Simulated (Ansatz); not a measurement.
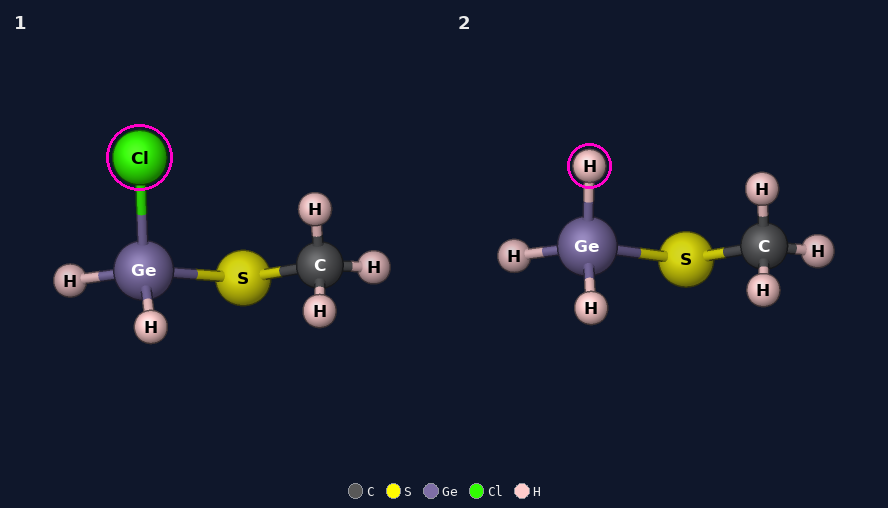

2 molecules with one skeleton, seen from the same side and at one scale; the atom that differs is circled. Charge 0, singlet. Computed geometries: PBE0-D4/def2-TZVP optimisations, one conformation each. Properties computed with Ansatz 0.2.0.

One atom differs, called X below: Cl in panel 1, H in panel 2. Their formulas are CH5ClGeS (`C[S][GeH2][Cl]`), CH6GeS (`C[S][GeH3]`).

In which is the mean angle X–Ge–H larger (PBE0-D4/def2-TZVP)?

Answer. In panel 2 (X = H).

In which is the HOMO energy (Kohn–Sham orbital) higher (revPBE-D4/def2-TZVPP)?

Answer. In panel 2 (X = H).

Give the values. With PBE0-D4/def2-TZVP: length of X–Ge (Å), mean angle X–Ge–H (°). With revPBE-D4/def2-TZVPP: HOMO energy (Kohn–Sham orbital) (eV), HOMO–LUMO gap (eV).

```tsv
quantity	1 (Cl)	2 (H)	2 − 1
length of X–Ge (Å)	2.164	1.540	−0.624
mean angle X–Ge–H (°)	106.4	109.8	+3.4
HOMO energy (Kohn–Sham orbital) (eV)	−5.96	−5.52	+0.44
HOMO–LUMO gap (eV)	4.66	4.87	+0.21
```
